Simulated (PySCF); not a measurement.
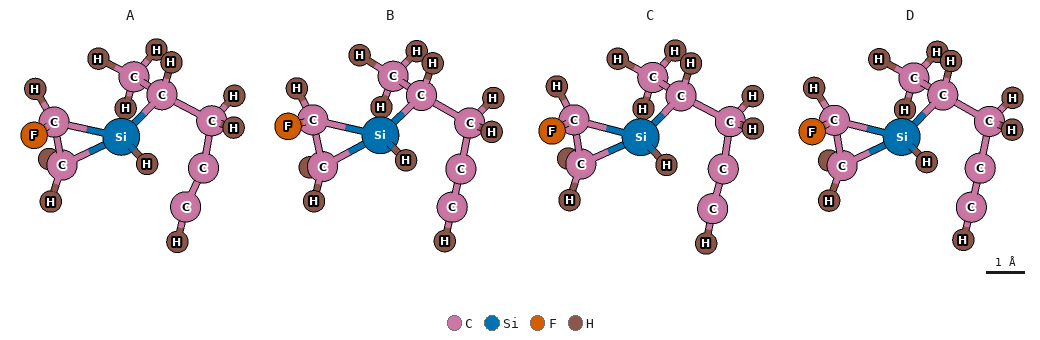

4 geometries from one relaxation of C7H11FSi, in shuffled order. The picture is a ball-and-stick view, seen at a tilt.

The start comes from GFN2-xTB. Its atoms were then displaced at random by about 0.01 Å.

These are results of PySCF, PBE0-D3(BJ)/def2-SVP geometry optimisation, gas phase, not measurements. 

> Put them in the order of the run, from the start to the converged end.

D, A, C, B. They are steps 0, 1, 3, 12, at +24.7 kJ/mol, +10.8 kJ/mol, +1.75 kJ/mol relative to the last. The largest move after the best rigid fit is that of an H atom, 0.22 Å. By element the largest moves are H 0.22 Å, F 0.20 Å, C 0.09 Å, Si 0.06 Å. Near-neighbour distances that change, for instance: C–C 1.485 → 1.541 Å, C–H 1.021 → 1.074 Å, C–F 1.405 → 1.366 Å, C–Si 1.923 → 1.893 Å. Bond angles that change, for instance: Si–C–H 127.7° → 118.9°, Si–C–H 119.5° → 113.3°, F–C–H 105.9° → 110.8°. The energy falls by 24.7 kJ/mol in 12 geometry steps. The run took 6.9 min on 1 thread of Arm Neoverse N1 (shared host).
